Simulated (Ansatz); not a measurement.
**A computed series for TiC: pressure series**

Start from TiC in the rock salt structure (space group Fm-3m, No. 225; a = 4.3278 Å).

Cell and atoms are relaxed at each pressure.

Level of theory: r2SCAN (Ansatz, a first-principles code, PAW, no spin-orbit coupling).

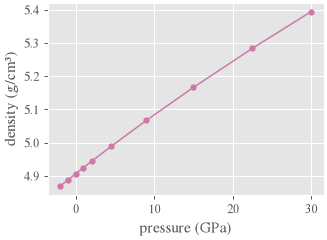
Figure: Density against pressure

From the plot, what is the density for pressure 4.5 GPa?

About 4.99 g/cm³.

Is the trend monotonic over the range shown?

Yes, it rises throughout, spanning 4.87 g/cm³ to 5.39 g/cm³.

Load acts through the strain it causes; cell and atoms are relaxed under it. Whether these cells are dynamically stable was not tested. No other phases were tried under pressure. All final runs are without spin polarisation.
